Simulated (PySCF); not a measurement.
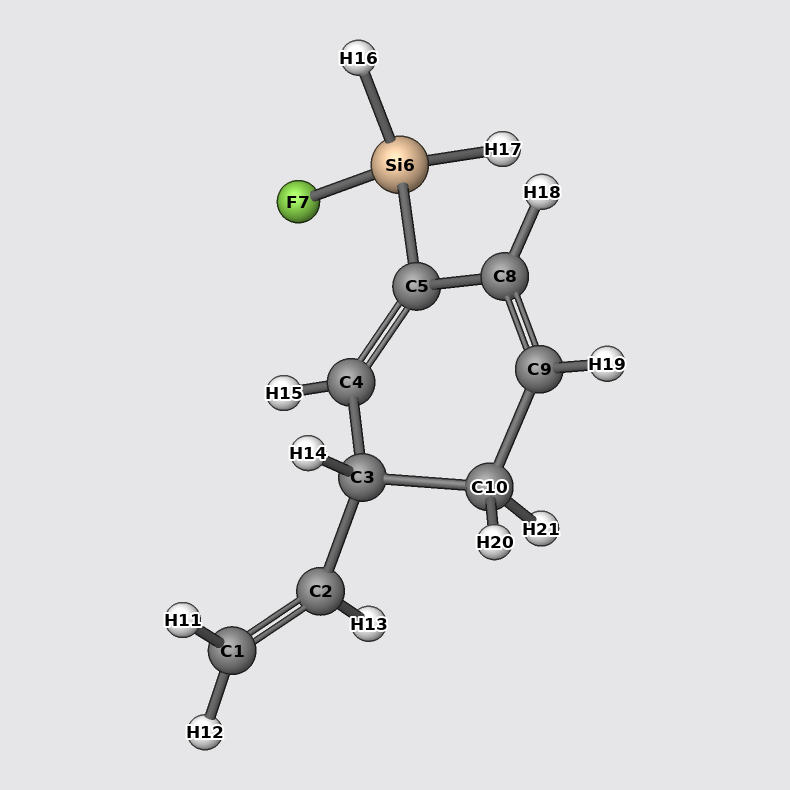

The questions are on isotropic NMR shieldings of the C atoms. The geometry was computed by an optimisation with GFN2-xTB. No frequency run is at hand to confirm it as a minimum. Properties computed with GIAO PBE0/pcSseg-1 NMR shielding, non-relativistic, gas phase (PySCF 2.14.0).

List the isotropic NMR shieldings of the C atoms.

```
atom  σ (ppm)
  C1     64.4
  C2     35.6
  C3    141.1
  C4     35.4
  C5     51.5
  C8     58.1
  C9     52.9
 C10    154.5
```

The geometry is semi-empirical. Around Si such bond lengths and angles can be off by a tenth of an ångström or more and by several degrees, and values that hang on the shape move with them.
